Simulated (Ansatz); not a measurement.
```xyz
7

B    -0.0604   -0.2922    0.0776
O    -0.0597   -0.2521    1.4457
H    -0.9535   -0.3816    1.8068
H     0.9663   -0.1915   -0.5072
F    -1.2043   -0.4933   -0.5687
F     0.1303    2.3430    0.8911
H     0.2824    1.5899    1.4378
```

Method: Ansatz, RKS B3LYP-D4/6-31G*.

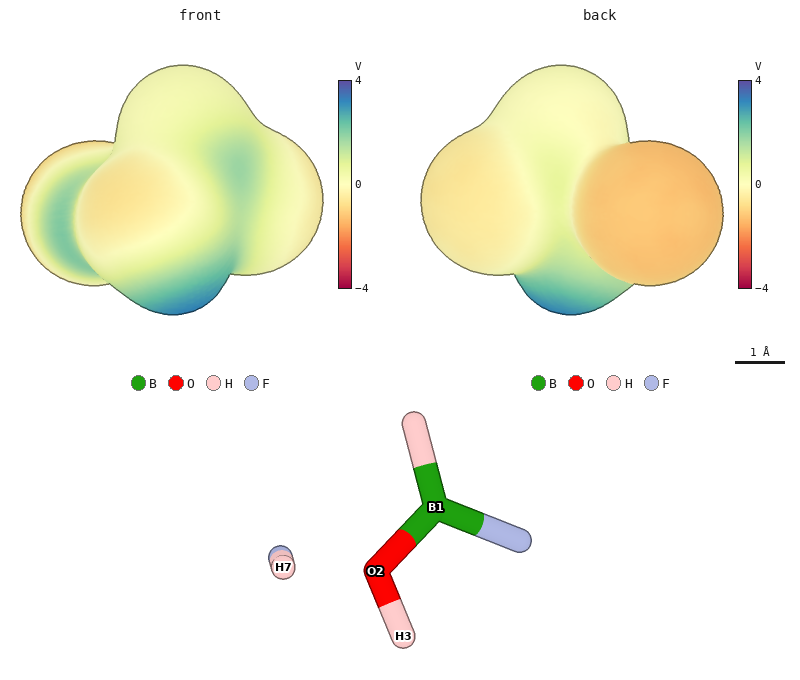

BFH2O···HF. The electrostatic potential painted on the density surface at 0.002 e/bohr³, seen from the front and from behind; red is negative and blue positive. The bare structure is drawn below in the same view.

Where is the surface potential most negative and most positive?

The most negative region (about −1.3 V) lies over F6, the most positive (about +3.2 V) over H3.
